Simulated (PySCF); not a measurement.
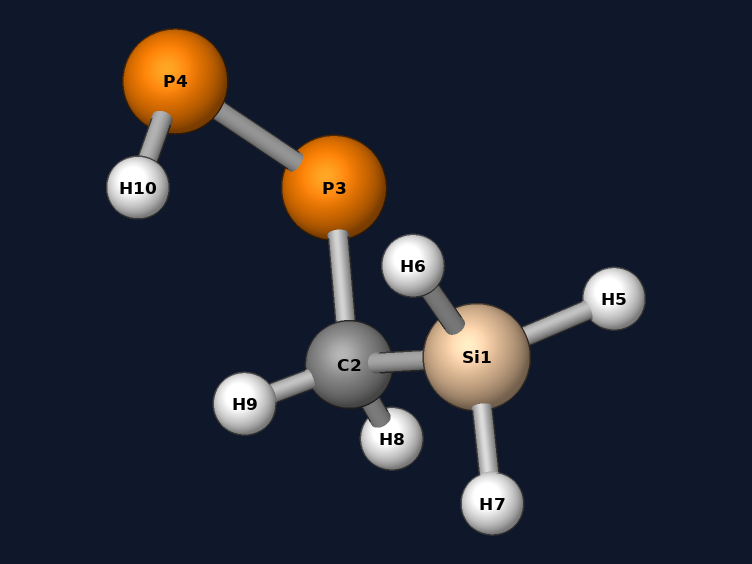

Computed geometry: GFN2-xTB optimisation. No frequency run is at hand to confirm it as a minimum. Properties computed with GIAO PBE0/pcSseg-1 NMR shielding, non-relativistic, gas phase (PySCF 2.14.0). Principal shieldings σ11 ≤ σ22 ≤ σ33, span Ω = σ33 − σ11, skew κ = 3(σiso − σ22)/Ω.

Give the shielding tensors of the Si atoms.

| atom | σ11 | σ22 | σ33 | σiso | Ω | κ |
| --- | --- | --- | --- | --- | --- | --- |
| Si1 | 369.4 | 428.7 | 458.8 | 419.0 | 89.4 | −0.33 |

Shieldings and span in ppm.

The geometry is semi-empirical. Around P, Si such bond lengths and angles can be off by a tenth of an ångström or more and by several degrees, and values that hang on the shape move with them.
